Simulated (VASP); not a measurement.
Band structure of TiAl (L1_0). Calculation: r2SCAN+rVV10, VASP's PBE PAW potentials (set 64) (plane waves; VASP).

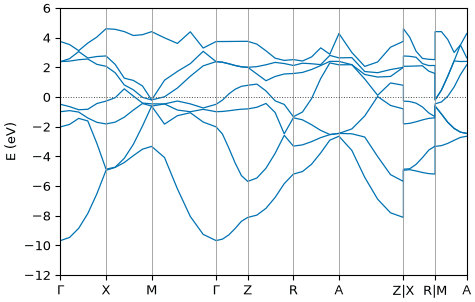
*Bands along high-symmetry lines, zero at the valence-band maximum or, without a gap, the Fermi level*

Question: Read the plot: is there a gap, and where are the band edges?

Answer: It has no gap at this level: it comes out as a metal or semimetal.

The compound is TiAl in the L1_0 structure. It was relaxed first. The electron count is odd and the run is not spin-polarised, which forces a metal.
